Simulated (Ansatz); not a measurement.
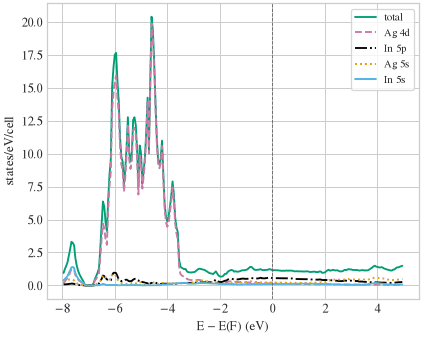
Figure. Total and projected density of states of InAg3 (Cu3Au type, Pm-3m), plane-wave PAW r²SCAN (Ansatz code)

Question: Which orbitals carry the states next to the Fermi level?

Answer: Within 0.5 eV of the Fermi level: In 5p 48 %, Ag 5s 19 %, Ag 4d 13 %, In 5s 9 %, outside the projected shells 11 %. Projections are on Löwdin-orthogonalised atomic valence shells; empty p or d shells of many metals are not among them.

Question: Where is the tallest occupied peak in this window, and what makes it?

Answer: Near -4.6 eV, about 20 states/eV per cell; the largest projected share is Ag 4d.

The workflow started from an entry of the Crystallography Open Database (COD). Its standing as an ambient phase is unchecked. The r²SCAN relaxation kept the symmetry of its start; its stability against distortions is not shown here. The run is not spin-polarised. Spin–orbit coupling is left out wherever it is not named.

Potentials: the later of the program's two PAW sets.
